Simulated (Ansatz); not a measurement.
# CH4B radical (SMILES B[CH2]): single points off equilibrium

A test off equilibrium: a structure displaced at random from a GFN2-xTB minimum is computed at several levels, and each is set against CCSD(T).

The runs use Ansatz 0.2.0, Gaussian basis; single points in def2-TZVPP.

Cores are frozen in the correlated methods. Orbitals are unrestricted.

## 1. The starting structure

SMILES `B[CH2]`, 6 atoms, charge 0, spin multiplicity 2.

Atoms are counted from 1 here; the program's logs count them from 0.

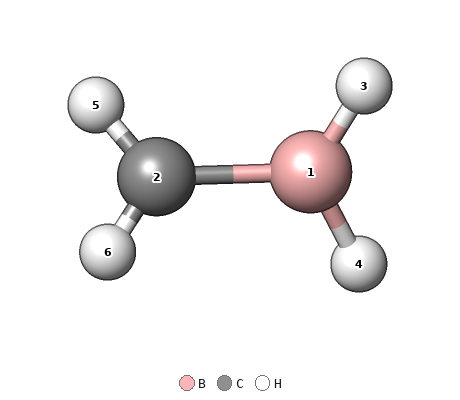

As it starts; boron pink, carbon grey, hydrogen white; atoms are numbered from 1 in the order of the file.

Geometry (Å):

```xyz
6
CH4B
B     0.0946   -0.8329    0.0820
C     0.0132    0.7926   -0.0083
H     1.0508   -1.3570   -0.0309
H    -0.9743   -1.4081    0.1606
H     0.5720    1.3897   -0.5798
H    -0.6698    1.3289    0.3814
```

## 2. CCSD(T)/def2-TZVPP

run/in.yaml

```yaml
crystal:
  periodic: [false, false, false]
  atoms:
    - {symbol: B, position_ang: [0.094600, -0.832900, 0.082000]}
    - {symbol: C, position_ang: [0.013200, 0.792600, -0.008300]}
    - {symbol: H, position_ang: [1.050800, -1.357000, -0.030900]}
    - {symbol: H, position_ang: [-0.974300, -1.408100, 0.160600]}
    - {symbol: H, position_ang: [0.572000, 1.389700, -0.579800]}
    - {symbol: H, position_ang: [-0.669800, 1.328900, 0.381400]}
basis:
  gaussian: {orbitals: def2-TZVPP}
magnetization: {spin_polarized: true, initial_magnetization: 1}
correlation: {method: ccsd_t}
scf: {omitted_lower_state_checks: [cluster_reference]}
output: {forces: true}
```

The command line of these runs was not kept.

## 3. PBE0-D4/def2-TZVPP

run/in.yaml: that of step 2 with these lines changed.

```diff
@@ -12,4 +12,3 @@
 magnetization: {spin_polarized: true, initial_magnetization: 1}
-correlation: {method: ccsd_t}
-scf: {omitted_lower_state_checks: [cluster_reference]}
-output: {forces: true}
+hamiltonian: {xc: pbe0, dispersion: d4}
+output: {forces: true, orbitals: {seedname: orbitals}}
```

## 4. wB97M-V/def2-TZVPP

run/in.yaml: that of step 3 with these lines changed.

```diff
@@ -12,3 +12,3 @@
 magnetization: {spin_polarized: true, initial_magnetization: 1}
-hamiltonian: {xc: pbe0, dispersion: d4}
-output: {forces: true, orbitals: {seedname: orbitals}}
+hamiltonian: {xc: {name: wB97M-V}}
+output: {forces: true}
```

## 5. r2SCAN-D4/def2-TZVPP

run/in.yaml: that of step 4 with these lines changed.

```diff
@@ -12,3 +12,3 @@
 magnetization: {spin_polarized: true, initial_magnetization: 1}
-hamiltonian: {xc: {name: wB97M-V}}
+hamiltonian: {xc: r2scan, dispersion: d4}
 output: {forces: true}
```

## 6. PBE-D4/def2-TZVPP

run/in.yaml: that of step 5 with these lines changed.

```diff
@@ -12,3 +12,3 @@
 magnetization: {spin_polarized: true, initial_magnetization: 1}
-hamiltonian: {xc: r2scan, dispersion: d4}
+hamiltonian: {xc: pbe, dispersion: d4}
 output: {forces: true}
```

## 7. SPW92/def2-TZVPP

run/in.yaml: that of step 6 with these lines changed.

```diff
@@ -12,3 +12,3 @@
 magnetization: {spin_polarized: true, initial_magnetization: 1}
-hamiltonian: {xc: pbe, dispersion: d4}
+hamiltonian: {xc: lda}
 output: {forces: true}
```

## 8. BHLYP-D4/def2-TZVPP

run/in.yaml: that of step 7 with these lines changed.

```diff
@@ -12,3 +12,3 @@
 magnetization: {spin_polarized: true, initial_magnetization: 1}
-hamiltonian: {xc: lda}
+hamiltonian: {xc: {name: BHLYP}, dispersion: d4}
 output: {forces: true}
```

(Steps that only read results are left out.)

**Question.** What will these runs give? Wanted: energy less free atoms, CCSD(T)/def2-TZVPP; RMS force component; RMS force error; HOMO and LUMO, PBE0-D4; T1 diagnostic.

As calculated:

```
                                  quantity                                                                                          value
energy less free atoms, CCSD(T)/def2-TZVPP                                                                                -455.5 kcal/mol
                       RMS force component                                                           2.912 to 3.280 eV/Å over the methods
                           RMS force error  PBE0-D4 0.118, wB97M-V 0.085, r2SCAN-D4 0.085, PBE-D4 0.180, SPW92 0.363, BHLYP-D4 0.140 eV/Å
                    HOMO and LUMO, PBE0-D4                                                                             -7.23 and -3.02 eV
                             T1 diagnostic                                                                                          0.015
```

In words: Against CCSD(T) the functionals' energies less atoms differ by -63.2 to -11.3 kcal/mol, PBE-D4 by -17.0 kcal/mol. A larger basis would deepen the CCSD(T) value, while the functionals are nearly converged already, so the order here is not reliable. On forces the order runs from r2SCAN-D4 to SPW92. Frozen-core CCSD(T) forces in triple zeta carry basis errors of their own, and this is one geometry, so small gaps rank nothing.
